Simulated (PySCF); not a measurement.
H3FGeMg, SMILES [F][Mg][GeH3] at its B3LYP/def2-SVP optimised geometry (Å):

```
6

Mg     0.7017    -0.3559     0.0000
F      2.4658    -0.3570     0.0189
Ge    -1.8619    -0.3559     0.0000
H     -2.4630    -1.0717     1.2365
H     -2.4658     1.0717     0.0000
H     -2.4646    -1.0699    -1.2371
```

Computed with B3LYP/def2-TZVP run with PySCF. Cells within 0.4 Å of a nucleus heavier than hydrogen are left out (blank, or x).

Map of the LUMO amplitude (bohr^(-3/2)) on the plane z = 0.0 Å; orbital energy -1.64 eV, overall sign arbitrary:

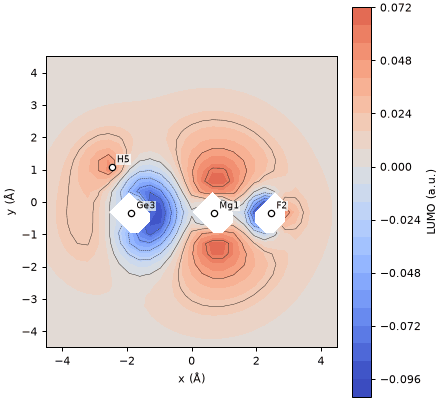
LUMO amplitude (bohr^(-3/2)) on the plane z = 0.0 Å.
